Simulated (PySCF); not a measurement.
# C₃H₆BNO₂: electronic excitations and core binding energies

Wanted: the electronic excitations and core binding energies of C₃H₆BNO₂ (`C[C@H](C#N)B(O)O`), by calculation.

Programs: PySCF 2.14.0, with density-fitted response routines of our own. Each step states its level of theory. These are calculated values for one molecule in the gas phase, unless marked as measured. Atoms are numbered from 0 throughout.

## 1. The molecule as given

13 atoms, charge 0, multiplicity 1; geometry from: GFN2-xTB.

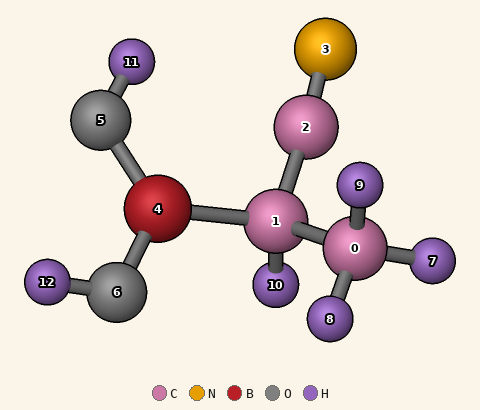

As it starts; carbon pink, nitrogen amber, boron red, oxygen grey, hydrogen purple, atoms numbered; sticks join atoms by distance.

## 2. TDDFT and polarisability: CAM-B3LYP/def2-SVPD

The job: settings as JSON, then the geometry in Å.

```
{"job": {"kind": "uv", "xc": "CAM-B3LYP", "basis": "def2-SVPD", "nstates": 8, "ntriplets": 3}, "charge": 0, "multiplicity": 1}
C     -1.465173    -0.337862    -0.566146
C     -0.430461     0.124986     0.475344
C     -0.428106     1.556769     0.571659
N     -0.353484     2.699234     0.616269
B      1.067522    -0.407842     0.124936
O      2.123882     0.406800    -0.090953
O      1.236816    -1.738649     0.052615
H     -2.467061    -0.021979    -0.281370
H     -1.439670    -1.421623    -0.636525
H     -1.233876     0.080387    -1.543388
H     -0.721682    -0.274476     1.453381
H      1.978418     1.351769    -0.032441
H      2.128487    -2.017028    -0.161109
```

Method: TDDFT CAM-B3LYP/def2-SVPD, vertical, gas phase, core orbitals frozen in the response.

On the command line:

```
$ OMP_NUM_THREADS=1 python probes_run.py task.json out
```

One launch serves the whole session: the jobs run in the order shown.

The program printed:

```text
coarse grid: 11304 points
cycle   1  E = -347.4588797947  dE =  1.056e+00  |g| = 9.163e-01  |ddm| = 5.030e+00
cycle   2  E = -347.3129716307  dE =  1.459e-01  |g| = 1.294e+00  |ddm| = 2.219e+00
cycle   3  E = -347.6250162366  dE = -3.120e-01  |g| = 1.602e-01  |ddm| = 1.382e+00
cycle   4  E = -347.6293113179  dE = -4.295e-03  |g| = 7.924e-02  |ddm| = 2.220e-01
cycle   5  E = -347.6305816875  dE = -1.270e-03  |g| = 1.080e-02  |ddm| = 1.096e-01
cycle   6  E = -347.6306079191  dE = -2.623e-05  |g| = 3.254e-03  |ddm| = 1.993e-02
cycle   7  E = -347.6306105853  dE = -2.666e-06  |g| = 7.009e-04  |ddm| = 6.490e-03
final grid: 110472 points
cycle   8  E = -347.7017654629  dE = -4.340e-05  |g| = 3.378e-03  |ddm| = 7.288e-02
cycle   9  E = -347.7017659201  dE = -4.572e-07  |g| = 3.247e-03  |ddm| = 1.083e-02
cycle  10  E = -347.7017683084  dE = -2.388e-06  |g| = 7.119e-04  |ddm| = 4.145e-03
cycle  11  E = -347.7017683915  dE = -8.313e-08  |g| = 3.521e-04  |ddm| = 1.084e-03
cycle  12  E = -347.7017684160  dE = -2.446e-08  |g| = 8.164e-05  |ddm| = 5.418e-04
cycle  13  E = -347.7017684173  dE = -1.326e-09  |g| = 2.227e-05  |ddm| = 9.731e-05
cycle  14  E = -347.7017684174  dE = -1.060e-10  |g| = 5.220e-06  |ddm| = 4.076e-05
converged SCF energy = -347.7017684174

Static polarisability (au): isotropic 59.386, principal 47.485 59.059 71.613

Singlet excitations
state   eV       nm        f      main configurations
  1   7.7089    160.8   0.00152   H->L+1 0.29, H->L 0.20, H->L+6 0.17
  2   8.0557    153.9   0.00453   H->L 0.38, H-1->L+4 0.12, H-1->L+3 0.11
  3   8.1436    152.2   0.01226   H-1->L+6 0.24, H-1->L 0.13, H-1->L+1 0.10
  4   8.2491    150.3   0.00191   H->L 0.22, H-1->L+4 0.15, H->L+2 0.14
  5   8.4768    146.3   0.00229   H-2->L 0.67, H-1->L 0.17
  6   8.4963    145.9   0.01092   H->L+5 0.32, H->L+1 0.28
  7   8.7188    142.2   0.01738   H-1->L 0.45, H-1->L+2 0.20, H-2->L 0.17
  8   9.1630    135.3   0.08615   H-3->L 0.35, H->L+2 0.24, H-4->L 0.09

Triplet excitations (Tamm-Dancoff, eV): 6.5494 7.0669 7.1050
```

Run time: 74 s. Hardware: 1 thread of Arm Neoverse N1, shared host; peak memory 0.86 GiB.

The orbitals next to the gap, with their largest atomic shares:

| orbital | eV | atoms |
| --- | --- | --- |
| HOMO−3 | -11.75 | N3 40 %, C2 17 %, O5 15 % |
| HOMO−2 | -11.45 | O6 40 %, O5 40 %, B4 7 % |
| HOMO−1 | -10.90 | N3 42 %, C2 31 %, C1 10 % |
| HOMO | -10.44 | N3 26 %, C1 20 %, C2 17 % |
| LUMO | 0.38 | B4 46 %, O6 14 %, O5 8 % |
| LUMO+1 | 1.27 | C0 16 %, O6 13 %, B4 11 % |
| LUMO+2 | 1.58 | O5 26 %, O6 21 %, C2 11 % |

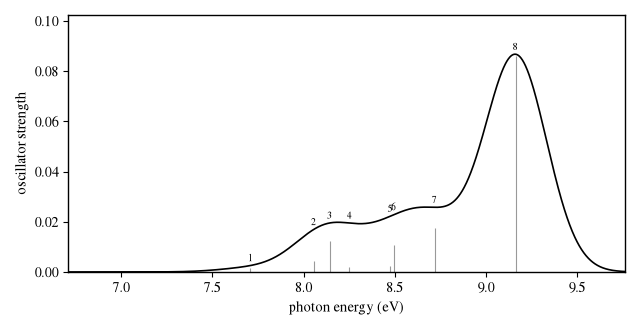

Absorption spectrum from the 8 singlet states computed; above the last one it falls off for lack of states. Lines are broadened to a width of 0.40 eV (Gaussian).

Further results of this job:

| property | computed |
| --- | --- |
| dipole moment (D) | 3.04 |
| polarisability (Å³) | 8.80 |
| HOMO–LUMO gap (eV) | 10.82 |
| −ε(HOMO) (eV) | 10.44 |

## 3. Core holes by ΔSCF: SCAN, X2C

The job, as its differences from that of step 2:

```diff
@@ -1,2 +1,2 @@
-{"job": {"kind": "uv", "xc": "CAM-B3LYP", "basis": "def2-SVPD", "nstates": 8, "ntriplets": 3}, "charge": 0, "multiplicity": 1}
+{"job": {"kind": "xps"}, "charge": 0, "multiplicity": 1}
 C     -1.465173    -0.337862    -0.566146
```

With the program's defaults for keys left out, this is: delta-SCF UKS SCAN, pcX-2 on the ionised atom, pcseg-1 elsewhere, spin-free X2C.

The program printed:

```text
ground state, core basis on atom 0 (C), 159 functions
  cycle   1  E = -347.89299825  |g| = 9.22e-01
  cycle   2  E = -347.55059805  |g| = 1.60e+00
  cycle   3  E = -348.02797405  |g| = 3.69e-01
  cycle   4  E = -348.05851982  |g| = 1.02e-01
  cycle   5  E = -348.06065702  |g| = 2.90e-02
  cycle   6  E = -348.06084550  |g| = 7.70e-03
  cycle   7  E = -348.06086020  |g| = 2.34e-03
  cycle   8  E = -348.06086107  |g| = 8.87e-04
  cycle   9  E = -348.06086072  |g| = 4.28e-04
  E(ground) = -348.07728372 Eh
hole in C 1s of atom 0
  cycle   1  E = -336.80179631  |g| = 1.50e+00
  cycle   2  E = -336.14583135  |g| = 1.80e+00
  cycle   3  E = -337.24355839  |g| = 5.15e-01
  cycle   4  E = -337.19517397  |g| = 5.92e-01
  cycle   5  E = -337.35815976  |g| = 7.44e-02
  cycle   6  E = -337.36025961  |g| = 3.15e-02
  cycle   7  E = -337.36058064  |g| = 1.49e-02
  cycle   8  E = -337.36066325  |g| = 4.95e-03
  cycle   9  E = -337.36067637  |g| = 2.07e-03
  cycle  10  E = -337.36067793  |g| = 1.11e-03
  cycle  11  E = -337.36067877  |g| = 3.82e-04
  E(ion) = -337.37588443 Eh   <S^2> = 0.7682   hole on atom = 1.000   binding energy = 291.200 eV
ground state, core basis on atom 1 (C), 159 functions
  cycle   1  E = -348.06195963  |g| = 5.94e-02
  cycle   2  E = -348.06189691  |g| = 2.63e-02
  cycle   3  E = -348.06190753  |g| = 2.58e-02
  cycle   4  E = -348.06202741  |g| = 1.31e-02
  cycle   5  E = -348.06206510  |g| = 1.02e-03
  cycle   6  E = -348.06206758  |g| = 3.13e-04
  E(ground) = -348.07852988 Eh
hole in C 1s of atom 1
  cycle   1  E = -336.77872566  |g| = 1.52e+00
  cycle   2  E = -335.57879458  |g| = 2.17e+00
  cycle   3  E = -336.99570160  |g| = 8.75e-01
  cycle   4  E = -337.20548264  |g| = 5.48e-01
  cycle   5  E = -337.33683087  |g| = 1.17e-01
  cycle   6  E = -337.34122619  |g| = 5.66e-02
  cycle   7  E = -337.34236076  |g| = 1.27e-02
  cycle   8  E = -337.34242288  |g| = 6.75e-03
  cycle   9  E = -337.34244303  |g| = 3.25e-03
  cycle  10  E = -337.34244893  |g| = 1.38e-03
  cycle  11  E = -337.34245278  |g| = 6.86e-04
  cycle  12  E = -337.34245437  |g| = 3.58e-04
  E(ion) = -337.35724537 Eh   <S^2> = 0.7675   hole on atom = 1.000   binding energy = 291.741 eV
ground state, core basis on atom 2 (C), 159 functions
  cycle   1  E = -348.06555189  |g| = 5.95e-02
  cycle   2  E = -348.06529697  |g| = 3.98e-02
  cycle   3  E = -348.06493122  |g| = 5.67e-02
  cycle   4  E = -348.06562401  |g| = 1.02e-02
  cycle   5  E = -348.06565132  |g| = 1.26e-03
  cycle   6  E = -348.06565273  |g| = 4.51e-04
  E(ground) = -348.08483375 Eh
hole in C 1s of atom 2
  cycle   1  E = -336.78777146  |g| = 1.51e+00
  cycle   2  E = -331.50208375  |g| = 2.98e+00
  cycle   3  E = -336.48128009  |g| = 1.30e+00
  cycle   4  E = -337.11594952  |g| = 7.22e-01
  cycle   5  E = -337.25106891  |g| = 4.13e-01
  cycle   6  E = -337.31684401  |g| = 1.55e-01
  cycle   7  E = -337.32954547  |g| = 3.33e-02
  cycle   8  E = -337.33014178  |g| = 1.05e-02
  cycle   9  E = -337.33024709  |g| = 7.05e-03
  cycle  10  E = -337.33028975  |g| = 4.76e-03
  cycle  11  E = -337.33032546  |g| = 2.49e-03
  cycle  12  E = -337.33034027  |g| = 1.15e-03
  cycle  13  E = -337.33034080  |g| = 3.90e-04
  E(ion) = -337.34718090 Eh   <S^2> = 0.8051   hole on atom = 1.000   binding energy = 292.186 eV
ground state, core basis on atom 3 (N), 159 functions
  cycle   1  E = -348.07559244  |g| = 7.58e-02
  cycle   2  E = -348.07467987  |g| = 7.07e-02
  cycle   3  E = -348.07451974  |g| = 7.56e-02
  cycle   4  E = -348.07573496  |g| = 8.36e-03
  cycle   5  E = -348.07575056  |g| = 1.11e-03
  cycle   6  E = -348.07574966  |g| = 4.20e-04
  E(ground) = -348.09085829 Eh
hole in N 1s of atom 3
  cycle   1  E = -332.49403345  |g| = 1.84e+00
  cycle   2  E = -329.16154936  |g| = 2.81e+00
  cycle   3  E = -332.70051333  |g| = 1.01e+00
  cycle   4  E = -333.05766484  |g| = 6.00e-01
  cycle   5  E = -333.15260759  |g| = 3.21e-01
  cycle   6  E = -333.19400771  |g| = 5.69e-02
  cycle   7  E = -333.19577214  |g| = 1.53e-02
  cycle   8  E = -333.19594168  |g| = 9.17e-03
  cycle   9  E = -333.19600526  |g| = 6.04e-03
  cycle  10  E = -333.19603678  |g| = 2.85e-03
  cycle  11  E = -333.19604762  |g| = 1.48e-03
  cycle  12  E = -333.19604850  |g| = 9.29e-04
  cycle  13  E = -333.19604802  |g| = 1.93e-04
  E(ion) = -333.21080531 Eh   <S^2> = 0.7997   hole on atom = 1.000   binding energy = 404.907 eV
ground state, core basis on atom 4 (B), 159 functions
  cycle   1  E = -348.05953732  |g| = 5.60e-02
  cycle   2  E = -348.05933008  |g| = 4.93e-02
  cycle   3  E = -348.05970779  |g| = 2.48e-02
  cycle   4  E = -348.05977233  |g| = 1.64e-02
  cycle   5  E = -348.05983321  |g| = 3.86e-03
  cycle   6  E = -348.05983483  |g| = 4.18e-04
  E(ground) = -348.07725372 Eh
hole in B 1s of atom 4
  cycle   1  E = -340.39652138  |g| = 1.18e+00
  cycle   2  E = -337.47274551  |g| = 2.22e+00
  cycle   3  E = -340.19224566  |g| = 1.08e+00
  cycle   4  E = -340.71201011  |g| = 3.88e-01
  cycle   5  E = -340.75901147  |g| = 2.35e-01
  cycle   6  E = -340.78445860  |g| = 6.19e-02
  cycle   7  E = -340.78575930  |g| = 2.76e-02
  cycle   8  E = -340.78603348  |g| = 7.32e-03
  cycle   9  E = -340.78604810  |g| = 5.97e-03
  cycle  10  E = -340.78606139  |g| = 2.16e-03
  cycle  11  E = -340.78606465  |g| = 7.33e-04
  cycle  12  E = -340.78606404  |g| = 4.52e-04
  E(ion) = -340.80298964 Eh   <S^2> = 0.7714   hole on atom = 1.000   binding energy = 197.943 eV
ground state, core basis on atom 5 (O), 159 functions
  cycle   1  E = -348.09026061  |g| = 1.04e-01
  cycle   2  E = -348.08896790  |g| = 1.01e-01
  cycle   3  E = -348.09021174  |g| = 5.42e-02
  cycle   4  E = -348.09070005  |g| = 9.05e-03
  cycle   5  E = -348.09071504  |g| = 2.41e-03
  cycle   6  E = -348.09071468  |g| = 7.60e-04
  cycle   7  E = -348.09071524  |g| = 1.16e-04
  E(ground) = -348.10419563 Eh
hole in O 1s of atom 5
  cycle   1  E = -327.45957888  |g| = 2.22e+00
  cycle   2  E = -326.86578524  |g| = 2.24e+00
  cycle   3  E = -328.13386508  |g| = 5.71e-01
  cycle   4  E = -328.11081115  |g| = 5.87e-01
  cycle   5  E = -328.24671615  |g| = 1.76e-01
  cycle   6  E = -328.25941885  |g| = 7.41e-02
  cycle   7  E = -328.26147549  |g| = 1.91e-02
  cycle   8  E = -328.26165145  |g| = 3.80e-03
  cycle   9  E = -328.26165757  |g| = 1.61e-03
  cycle  10  E = -328.26165957  |g| = 5.42e-04
  cycle  11  E = -328.26165925  |g| = 2.29e-04
  E(ion) = -328.27616467 Eh   <S^2> = 0.7607   hole on atom = 1.000   binding energy = 539.548 eV
```

It took 2.5 min on 1 thread of Arm Neoverse N1, shared host; peak memory 0.58 GiB.

Binding energies by hole, beside the orbital energy of the ground state; the difference holds orbital relaxation and, for a density functional, its self-interaction error:

| hole | stands for | environment | ΔSCF (eV) | −ε (eV) | ⟨S²⟩ |
| --- | --- | --- | --- | --- | --- |
| C1s on C0 | C0 | methyl carbon | 291.20 | 274.0 | 0.768 |
| C1s on C1 | C1 | sp3 CH bonded to B, α to a nitrile | 291.74 | 274.7 | 0.768 |
| C1s on C2 | C2 | nitrile carbon | 292.19 | 274.5 | 0.805 |
| N1s on N3 | N3 | nitrile nitrogen | 404.91 | 385.8 | 0.800 |
| B1s on B4 | B4 | boron bonded to C, 2 O | 197.94 | 181.6 | 0.771 |
| O1s on O5 | O5, O6 | oxygen bonded to B, H | 539.55 | 517.4 | 0.761 |

Each hole run stands for the others of its class of like atoms.

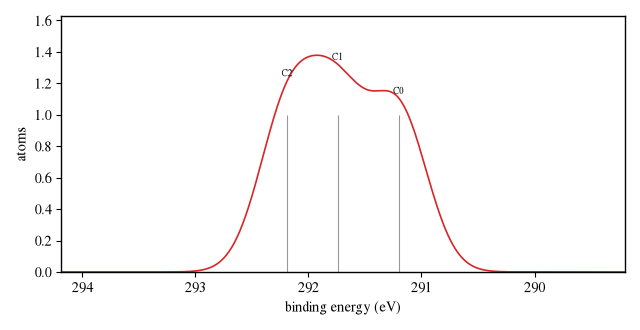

The C1s photoelectron lines, weighted by the number of atoms. Lines are broadened to a width of 0.60 eV (Gaussian).

## 4. Outcome

| quantity | value |
| --- | --- |
| lowest singlet (CAM-B3LYP/def2-SVPD) | 7.71 eV (161 nm), f = 0.002 |
| brightest single state of those computed | state 8, 9.16 eV, f = 0.086 |
| lowest triplet | 6.55 eV |
| C1s binding energies, SCAN/pcX-2 | C2 292.19, C1 291.74, C0 291.20 eV |
| N1s binding energies, SCAN/pcX-2 | N3 404.91 eV |
| B1s binding energies, SCAN/pcX-2 | B4 197.94 eV |
| O1s binding energies, SCAN/pcX-2 | O5 539.55 eV |

The lowest singlet, at 7.71 eV, is HOMO→LUMO+1 0.29, HOMO→LUMO 0.20 and is weak; of the 8 states computed, the strongest absorption comes from state 8 at 9.16 eV (the last computed, so partners may be missing). The lowest triplet lies 1.16 eV below the lowest singlet (triplets in Tamm-Dancoff, singlets in full TDDFT). C2 (nitrile carbon) binds its C1s electron 0.99 eV more tightly than C0 (methyl carbon).
